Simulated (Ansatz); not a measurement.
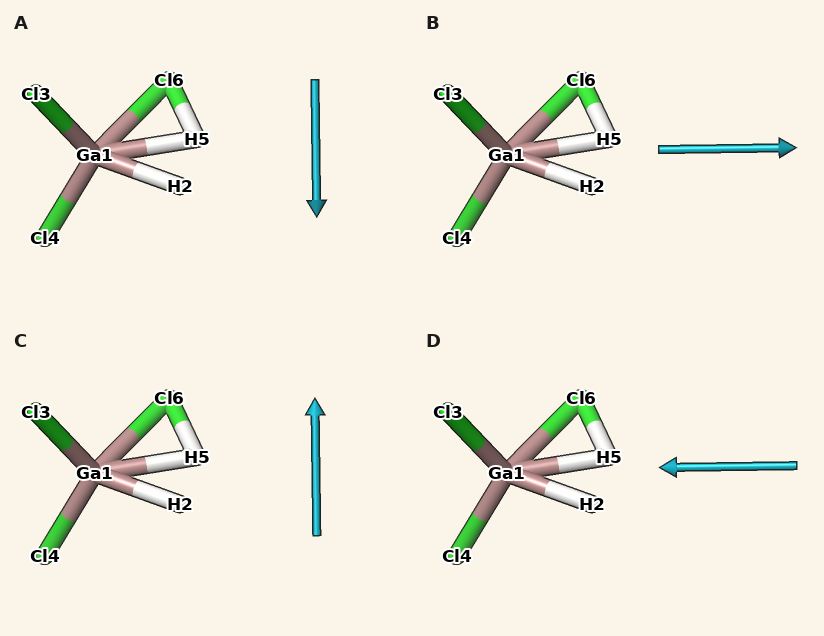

The same molecule four times, each with an arrow. Geometry: start. Properties computed with RKS PBE0-D4/def2-SVP (Ansatz 0.2.0).

Question: Which arrow points along the dipole moment, from the negative to the positive end?

Answer: B. The dipole moment is 1.95 D; it points from the side of Cl3, Cl4 to the side of H5 (the outermost atoms at the two ends).
